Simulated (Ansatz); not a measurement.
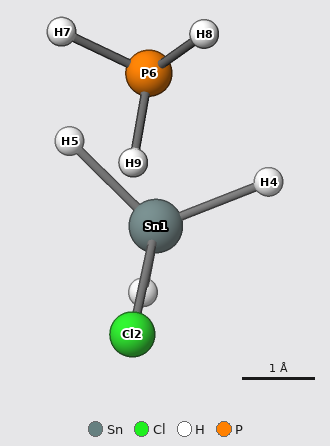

*The input geometry (ball-and-stick view, seen at an oblique angle; atoms are numbered from 1 in the order of the input). Sticks mark near contacts.*

Run report: SnPH₆Cl, nudged elastic band (part 1 of 2)

SnPH₆Cl, computed with RHF/def2-SVP (Ansatz 0.2.0).

The run did not end well. It belongs to a series of runs on one base structure; here: band between the two ends.

Input:
```yaml
crystal:
  periodic: [false, false, false]
  atoms:
    - { symbol: Sn, position_ang: [0.761699, 0.247201, -0.380401] }
    - { symbol: Cl, position_ang: [0.911795, -0.082043, 1.960346] }
    - { symbol: H, position_ang: [2.369269, 0.282728, -0.940826] }
    - { symbol: H, position_ang: [-0.029214, 1.732266, -0.615195] }
    - { symbol: H, position_ang: [-0.099088, -1.078473, -1.002943] }
    - { symbol: P, position_ang: [-3.26532, -0.396885, 1.412779] }
    - { symbol: H, position_ang: [-3.809974, -1.699369, 1.374639] }
    - { symbol: H, position_ang: [-4.429711, 0.225084, 1.913724] }
    - { symbol: H, position_ang: [-2.626157, -0.542611, 2.661076] }
basis:
  gaussian: { orbitals: def2-SVP }
hamiltonian:
  xc: hf
neb:
  order_check: false
  images: 7
  f_tol: 0.05
  max_iterations: 60
  optimiser: lbfgs
  climbing: immediate
  final_atoms:
    - { symbol: Sn, position_ang: [-0.52196587, -0.01045966, -0.72110231] }
    - { symbol: Cl, position_ang: [-0.17220946, 0.48164171, 4.50866211] }
    - { symbol: H, position_ang: [0.91170678, -0.85616331, -0.33851666] }
    - { symbol: H, position_ang: [-0.23826849, 1.67457009, -0.71634738] }
    - { symbol: H, position_ang: [-1.09418889, -0.49650328, -2.25806824] }
    - { symbol: P, position_ang: [-2.21952978, -0.50809392, 1.10185341] }
    - { symbol: H, position_ang: [-3.32889272, 0.09341993, 0.47005119] }
    - { symbol: H, position_ang: [-2.51608214, -1.82910465, 0.70231841] }
    - { symbol: H, position_ang: [-1.03727043, 0.1385911, 3.63434847] }
  initial_path:
    images:
      - { positions_ang: [[0.761699, 0.247201, -0.380401], [0.911795, -0.082043, 1.960346], [2.369269, 0.282728, -0.940826], [-0.029214, 1.732266, -0.615195], [-0.099088, -1.078473, -1.002943], [-3.26532, -0.396885, 1.412779], [-3.809974, -1.699369, 1.374639], [-4.429711, 0.225084, 1.913724], [-2.626157, -0.542611, 2.661076]] }
      - { positions_ang: [[0.56831611, 0.19820197, -0.28690996], [0.684752, -0.04825912, 2.15863931], [2.182948, 0.24348135, -0.85438388], [-0.2465489, 1.65712491, -0.60685242], [-0.26653215, -1.1600885, -0.89735996], [-3.1048362, -0.31461743, 1.27922998], [-3.69574009, -1.52146188, 1.05097558], [-3.9837984, 0.04493351, 1.99339899], [-2.35526138, -0.41141681, 2.54646136]] }
      - { positions_ang: [[0.37493322, 0.14920294, -0.19341892], [0.45770901, -0.01447523, 2.35693262], [1.99662699, 0.2042347, -0.76794176], [-0.4638838, 1.58198382, -0.59850984], [-0.4339763, -1.24170401, -0.79177691], [-2.94435239, -0.23234985, 1.14568096], [-3.58150617, -1.34355476, 0.72731216], [-3.53788579, -0.13521698, 2.07307398], [-2.08436577, -0.28022263, 2.43184672]] }
      - { positions_ang: [[0.18155034, 0.10020391, -0.09992789], [0.23066601, 0.01930865, 2.55522592], [1.81030599, 0.16498805, -0.68149963], [-0.68121869, 1.50684272, -0.59016726], [-0.60142045, -1.32331951, -0.68619387], [-2.78386859, -0.15008228, 1.01213194], [-3.46727226, -1.16564764, 0.40364874], [-3.09197319, -0.31536746, 2.15274897], [-1.81347015, -0.14902844, 2.31723208]] }
      - { positions_ang: [[-0.01183255, 0.05120488, -0.00643685], [0.00362301, 0.05309253, 2.75351923], [1.62398499, 0.1257414, -0.59505751], [-0.89855359, 1.43170163, -0.58182468], [-0.7688646, -1.40493501, -0.58061082], [-2.62338479, -0.0678147, 0.87858291], [-3.35303834, -0.98774052, 0.07998532], [-2.64606059, -0.49551795, 2.23242396], [-1.54257454, -0.01783425, 2.20261743]] }
      - { positions_ang: [[-0.13936588, 0.03578874, -0.18510322], [-0.04033511, 0.16022983, 3.19230495], [1.44591543, -0.11973478, -0.5309223], [-0.73348232, 1.49241874, -0.61545535], [-0.85019567, -1.17782708, -0.99997518], [-2.52242104, -0.17788451, 0.93440054], [-3.34700193, -0.71745041, 0.17750179], [-2.61356598, -0.82891463, 1.84989757], [-1.41624851, 0.02127209, 2.56055019]] }
      - { positions_ang: [[-0.26689921, 0.02037261, -0.36376958], [-0.08429322, 0.26736712, 3.63109067], [1.26784588, -0.36521096, -0.46678709], [-0.56841104, 1.55313586, -0.64908603], [-0.93152674, -0.95071915, -1.41933953], [-2.42145728, -0.28795431, 0.99021816], [-3.34096553, -0.4471603, 0.27501826], [-2.58107137, -1.1623113, 1.46737118], [-1.28992249, 0.06037843, 2.91848295]] }
      - { positions_ang: [[-0.39443254, 0.00495648, -0.54243595], [-0.12825134, 0.37450441, 4.06987639], [1.08977633, -0.61068713, -0.40265188], [-0.40333977, 1.61385297, -0.68271671], [-1.01285782, -0.72361121, -1.83870388], [-2.32049353, -0.39802412, 1.04603579], [-3.33492912, -0.17687019, 0.37253473], [-2.54857675, -1.49570797, 1.0848448], [-1.16359646, 0.09948476, 3.27641571]] }
      - { positions_ang: [[-0.52196587, -0.01045966, -0.72110231], [-0.17220946, 0.48164171, 4.50866211], [0.91170678, -0.85616331, -0.33851666], [-0.23826849, 1.67457009, -0.71634738], [-1.09418889, -0.49650328, -2.25806824], [-2.21952978, -0.50809392, 1.10185341], [-3.32889272, 0.09341993, 0.47005119], [-2.51608214, -1.82910465, 0.70231841], [-1.03727043, 0.1385911, 3.63434847]] }
```

Run on 1 thread of Arm Neoverse V2, 24 GiB of memory available, shared host.

Run as:
```bash
ansatz run input.yaml --threads 1 --pin off --max-ram 2048MiB --backend cpu --events-out ev --progress --plain --runs-dir out
```

What the program printed:
```
Engine: ansatz 0.2.0, aarch64-unknown-linux-gnu
Functional definition: HF
  exchange = exact_x
  correlation = 0
1043 factors; integrals over basis functions are off by at most 3.3e-4 eV
mean field evaluation 1: about -27668.0816 eV, gradient 1.7e1 eV
mean field evaluation 2: about -27668.0864 eV, gradient 1.7e1 eV
mean field evaluation 4: about -27669.3855 eV, gradient 1.8e0 eV
mean field evaluation 8: about -27669.4018 eV, gradient 3.4e-4 eV
mean field -27669.40176400 eV, -1016.8317598327 hartree, gradient 2.6e-5 eV, S^2 0.000000; 0 other end points of the search recorded, 0 dependent functions left out
the calculation of the forces begins
reference -27669.40176400 eV, -1016.8317598327 hartree; 30, 30 occupied and 62, 62 virtual orbitals, 1043 factors
1047 factors; integrals over basis functions are off by at most 8.0e-4 eV
mean field evaluation 16: about -27668.6727 eV, gradient 2.6e-1 eV
mean field -27668.67292377 eV, -1016.8049754484 hartree, gradient 1.0e-5 eV, S^2 0.000000; 0 other end points of the search recorded, 0 dependent functions left out
[... from here on the field's lines of each further geometry are left out, up to the last ...]
NEB iter   1: max|band force component| = 2.407e1 eV/Å  barrier→ = 7.5612 eV  barrier← = 6.8324 eV  CI = image 6  Δτ_max = 0.2000 Å  (238 SCF iters)
NEB iter   2: max|band force component| = 3.769e0 eV/Å  barrier→ = 5.5027 eV  barrier← = 4.7739 eV  CI = image 4  Δτ_max = 0.0560 Å  (192 SCF iters)
NEB iter   3: max|band force component| = 3.064e0 eV/Å  barrier→ = 5.1718 eV  barrier← = 4.4430 eV  CI = image 4  Δτ_max = 0.1594 Å  (173 SCF iters)
NEB iter   4: max|band force component| = 5.833e0 eV/Å  barrier→ = 4.4016 eV  barrier← = 3.6728 eV  CI = image 4  Δτ_max = 0.0947 Å  (180 SCF iters)
NEB iter   5: max|band force component| = 2.163e0 eV/Å  barrier→ = 4.2606 eV  barrier← = 3.5317 eV  CI = image 4  Δτ_max = 0.0532 Å  (170 SCF iters)
NEB iter   6: max|band force component| = 2.101e0 eV/Å  barrier→ = 4.0862 eV  barrier← = 3.3574 eV  CI = image 4  Δτ_max = 0.2000 Å  (166 SCF iters)
NEB iter   7: max|band force component| = 3.282e0 eV/Å  barrier→ = 3.6839 eV  barrier← = 2.9551 eV  CI = image 4  Δτ_max = 0.0493 Å  (168 SCF iters)
NEB iter   8: max|band force component| = 1.250e0 eV/Å  barrier→ = 3.6304 eV  barrier← = 2.9016 eV  CI = image 4  Δτ_max = 0.0565 Å  (166 SCF iters)
NEB iter   9: max|band force component| = 2.700e0 eV/Å  barrier→ = 3.5573 eV  barrier← = 2.8285 eV  CI = image 4  Δτ_max = 0.0398 Å  (163 SCF iters)
NEB iter  10: max|band force component| = 8.046e-1 eV/Å  barrier→ = 3.5373 eV  barrier← = 2.8084 eV  CI = image 4  Δτ_max = 0.0258 Å  (168 SCF iters)
NEB iter  11: max|band force component| = 1.526e0 eV/Å  barrier→ = 3.5060 eV  barrier← = 2.7772 eV  CI = image 4  Δτ_max = 0.0227 Å  (169 SCF iters)
NEB iter  12: max|band force component| = 7.512e-1 eV/Å  barrier→ = 3.4927 eV  barrier← = 2.7638 eV  CI = image 4  Δτ_max = 0.0697 Å  (156 SCF iters)
NEB iter  13: max|band force component| = 3.191e0 eV/Å  barrier→ = 3.4379 eV  barrier← = 2.7090 eV  CI = image 4  Δτ_max = 0.0475 Å  (164 SCF iters)
NEB iter  14: max|band force component| = 8.400e-1 eV/Å  barrier→ = 3.4338 eV  barrier← = 2.7049 eV  CI = image 4  Δτ_max = 0.0144 Å  (155 SCF iters)
NEB iter  15: max|band force component| = 1.048e0 eV/Å  barrier→ = 3.4302 eV  barrier← = 2.7013 eV  CI = image 4  Δτ_max = 0.0157 Å  (156 SCF iters)
NEB iter  16: max|band force component| = 6.644e-1 eV/Å  barrier→ = 3.4282 eV  barrier← = 2.6993 eV  CI = image 4  Δτ_max = 0.1058 Å  (144 SCF iters)
NEB iter  17: max|band force component| = 3.571e0 eV/Å  barrier→ = 3.4261 eV  barrier← = 2.6973 eV  CI = image 4  Δτ_max = 0.0535 Å  (167 SCF iters)
NEB iter  18: max|band force component| = 9.200e-1 eV/Å  barrier→ = 3.4294 eV  barrier← = 2.7005 eV  CI = image 4  Δτ_max = 0.0094 Å  (137 SCF iters)
NEB iter  19: max|band force component| = 8.157e-1 eV/Å  barrier→ = 3.4326 eV  barrier← = 2.7038 eV  CI = image 4  Δτ_max = 0.2000 Å  (140 SCF iters)
NEB iter  20: max|band force component| = 7.317e-1 eV/Å  barrier→ = 3.4855 eV  barrier← = 2.7566 eV  CI = image 4  Δτ_max = 0.2000 Å  (175 SCF iters)
NEB iter  21: max|band force component| = 1.941e0 eV/Å  barrier→ = 3.3768 eV  barrier← = 2.6479 eV  CI = image 4  Δτ_max = 0.0286 Å  (176 SCF iters)
NEB iter  22: max|band force component| = 1.301e0 eV/Å  barrier→ = 3.3113 eV  barrier← = 2.5825 eV  CI = image 4  Δτ_max = 0.0691 Å  (143 SCF iters)
NEB iter  23: max|band force component| = 2.928e0 eV/Å  barrier→ = 3.1127 eV  barrier← = 2.3839 eV  CI = image 4  Δτ_max = 0.0432 Å  (154 SCF iters)
NEB iter  24: max|band force component| = 1.495e0 eV/Å  barrier→ = 3.0743 eV  barrier← = 2.3454 eV  CI = image 4  Δτ_max = 0.0402 Å  (142 SCF iters)
NEB iter  25: max|band force component| = 1.658e0 eV/Å  barrier→ = 3.0388 eV  barrier← = 2.3100 eV  CI = image 4  Δτ_max = 0.0245 Å  (150 SCF iters)
NEB iter  26: max|band force component| = 1.490e0 eV/Å  barrier→ = 3.0542 eV  barrier← = 2.3254 eV  CI = image 4  Δτ_max = 0.1232 Å  (139 SCF iters)
NEB iter  27: max|band force component| = 4.243e0 eV/Å  barrier→ = 3.2588 eV  barrier← = 2.5300 eV  CI = image 4  Δτ_max = 0.0631 Å  (155 SCF iters)
NEB iter  28: max|band force component| = 1.124e0 eV/Å  barrier→ = 3.3122 eV  barrier← = 2.5833 eV  CI = image 4  Δτ_max = 0.0164 Å  (151 SCF iters)
NEB iter  29: max|band force component| = 1.065e0 eV/Å  barrier→ = 3.3581 eV  barrier← = 2.6292 eV  CI = image 4  Δτ_max = 0.2000 Å  (147 SCF iters)
NEB iter  30: max|band force component| = 1.483e0 eV/Å  barrier→ = 3.3436 eV  barrier← = 2.6148 eV  CI = image 4  Δτ_max = 0.0284 Å  (166 SCF iters)
NEB iter  31: max|band force component| = 1.354e0 eV/Å  barrier→ = 3.2747 eV  barrier← = 2.5459 eV  CI = image 4  Δτ_max = 0.2000 Å  (144 SCF iters)
NEB iter  32: max|band force component| = 1.620e0 eV/Å  barrier→ = 3.2262 eV  barrier← = 2.4973 eV  CI = image 4  Δτ_max = 0.0250 Å  (162 SCF iters)
NEB iter  33: max|band force component| = 7.768e-1 eV/Å  barrier→ = 3.1808 eV  barrier← = 2.4519 eV  CI = image 4  Δτ_max = 0.0579 Å  (146 SCF iters)
NEB iter  34: max|band force component| = 7.033e-1 eV/Å  barrier→ = 3.2468 eV  barrier← = 2.5180 eV  CI = image 4  Δτ_max = 0.0756 Å  (172 SCF iters)
NEB iter  35: max|band force component| = 8.339e-1 eV/Å  barrier→ = 3.3475 eV  barrier← = 2.6187 eV  CI = image 4  Δτ_max = 0.0125 Å  (169 SCF iters)
NEB iter  36: max|band force component| = 4.522e-1 eV/Å  barrier→ = 3.3311 eV  barrier← = 2.6023 eV  CI = image 4  Δτ_max = 0.0230 Å  (136 SCF iters)
NEB iter  37: max|band force component| = 6.455e-1 eV/Å  barrier→ = 3.3093 eV  barrier← = 2.5805 eV  CI = image 4  Δτ_max = 0.0101 Å  (151 SCF iters)
NEB iter  38: max|band force component| = 2.212e-1 eV/Å  barrier→ = 3.3062 eV  barrier← = 2.5773 eV  CI = image 4  Δτ_max = 0.0119 Å  (135 SCF iters)
NEB iter  39: max|band force component| = 4.588e-1 eV/Å  barrier→ = 3.3011 eV  barrier← = 2.5723 eV  CI = image 4  Δτ_max = 0.0070 Å  (147 SCF iters)
NEB iter  40: max|band force component| = 2.030e-1 eV/Å  barrier→ = 3.2993 eV  barrier← = 2.5705 eV  CI = image 4  Δτ_max = 0.0135 Å  (134 SCF iters)
NEB iter  41: max|band force component| = 6.036e-1 eV/Å  barrier→ = 3.2937 eV  barrier← = 2.5648 eV  CI = image 4  Δτ_max = 0.0095 Å  (148 SCF iters)
NEB iter  42: max|band force component| = 1.754e-1 eV/Å  barrier→ = 3.2923 eV  barrier← = 2.5635 eV  CI = image 4  Δτ_max = 0.0071 Å  (133 SCF iters)
NEB iter  43: max|band force component| = 3.584e-1 eV/Å  barrier→ = 3.2900 eV  barrier← = 2.5612 eV  CI = image 4  Δτ_max = 0.0055 Å  (141 SCF iters)
NEB iter  44: max|band force component| = 1.771e-1 eV/Å  barrier→ = 3.2892 eV  barrier← = 2.5603 eV  CI = image 4  Δτ_max = 0.0137 Å  (130 SCF iters)
NEB iter  45: max|band force component| = 5.898e-1 eV/Å  barrier→ = 3.2863 eV  barrier← = 2.5574 eV  CI = image 4  Δτ_max = 0.0093 Å  (152 SCF iters)
NEB iter  46: max|band force component| = 1.571e-1 eV/Å  barrier→ = 3.2860 eV  barrier← = 2.5571 eV  CI = image 4  Δτ_max = 0.0053 Å  (129 SCF iters)
NEB iter  47: max|band force component| = 2.976e-1 eV/Å  barrier→ = 3.2856 eV  barrier← = 2.5567 eV  CI = image 4  Δτ_max = 0.0046 Å  (141 SCF iters)
NEB iter  48: max|band force component| = 1.571e-1 eV/Å  barrier→ = 3.2854 eV  barrier← = 2.5566 eV  CI = image 4  Δτ_max = 0.0134 Å  (127 SCF iters)
NEB iter  49: max|band force component| = 5.446e-1 eV/Å  barrier→ = 3.2844 eV  barrier← = 2.5556 eV  CI = image 4  Δτ_max = 0.0086 Å  (153 SCF iters)
NEB iter  50: max|band force component| = 1.466e-1 eV/Å  barrier→ = 3.2841 eV  barrier← = 2.5553 eV  CI = image 4  Δτ_max = 0.0048 Å  (129 SCF iters)
NEB iter  51: max|band force component| = 2.610e-1 eV/Å  barrier→ = 3.2836 eV  barrier← = 2.5547 eV  CI = image 4  Δτ_max = 0.0041 Å  (133 SCF iters)
NEB iter  52: max|band force component| = 1.472e-1 eV/Å  barrier→ = 3.2832 eV  barrier← = 2.5544 eV  CI = image 4  Δτ_max = 0.0129 Å  (128 SCF iters)
NEB iter  53: max|band force component| = 5.130e-1 eV/Å  barrier→ = 3.2808 eV  barrier← = 2.5520 eV  CI = image 4  Δτ_max = 0.0082 Å  (154 SCF iters)
NEB iter  54: max|band force component| = 1.447e-1 eV/Å  barrier→ = 3.2804 eV  barrier← = 2.5515 eV  CI = image 4  Δτ_max = 0.0046 Å  (126 SCF iters)
NEB iter  55: max|band force component| = 2.441e-1 eV/Å  barrier→ = 3.2796 eV  barrier← = 2.5508 eV  CI = image 4  Δτ_max = 0.0039 Å  (131 SCF iters)
NEB iter  56: max|band force component| = 1.457e-1 eV/Å  barrier→ = 3.2792 eV  barrier← = 2.5503 eV  CI = image 4  Δτ_max = 0.0126 Å  (126 SCF iters)
NEB iter  57: max|band force component| = 5.055e-1 eV/Å  barrier→ = 3.2768 eV  barrier← = 2.5480 eV  CI = image 4  Δτ_max = 0.0081 Å  (153 SCF iters)
NEB iter  58: max|band force component| = 1.464e-1 eV/Å  barrier→ = 3.2765 eV  barrier← = 2.5476 eV  CI = image 4  Δτ_max = 0.0042 Å  (123 SCF iters)
NEB iter  59: max|band force component| = 2.274e-1 eV/Å  barrier→ = 3.2760 eV  barrier← = 2.5471 eV  CI = image 4  Δτ_max = 0.0036 Å  (128 SCF iters)
the calculation of the forces begins
reference -27668.42242704 eV, -1016.7957698633 hartree; 30, 30 occupied and 62, 62 virtual orbitals, 1048 factors
these checks for a lower state are left out or cut short: starts, cluster_reference, orbital_swaps, neighbouring_geometries, increment
1047 factors; integrals over basis functions are off by at most 6.6e-4 eV
mean field evaluation 2304: about -27668.6310 eV, gradient 5.0e-5 eV
mean field -27668.63103729 eV, -1016.8034361487 hartree, gradient 5.0e-5 eV, S^2 0.000000; 0 other end points of the search recorded, 0 dependent functions left out
the calculation of the forces begins
reference -27668.63103729 eV, -1016.8034361487 hartree; 30, 30 occupied and 62, 62 virtual orbitals, 1047 factors
NEB iter  60: max|band force component| = 1.466e-1 eV/Å  barrier→ = 3.2756 eV  barrier← = 2.5468 eV  CI = image 4  Δτ_max = 0.0129 Å  (120 SCF iters)
```
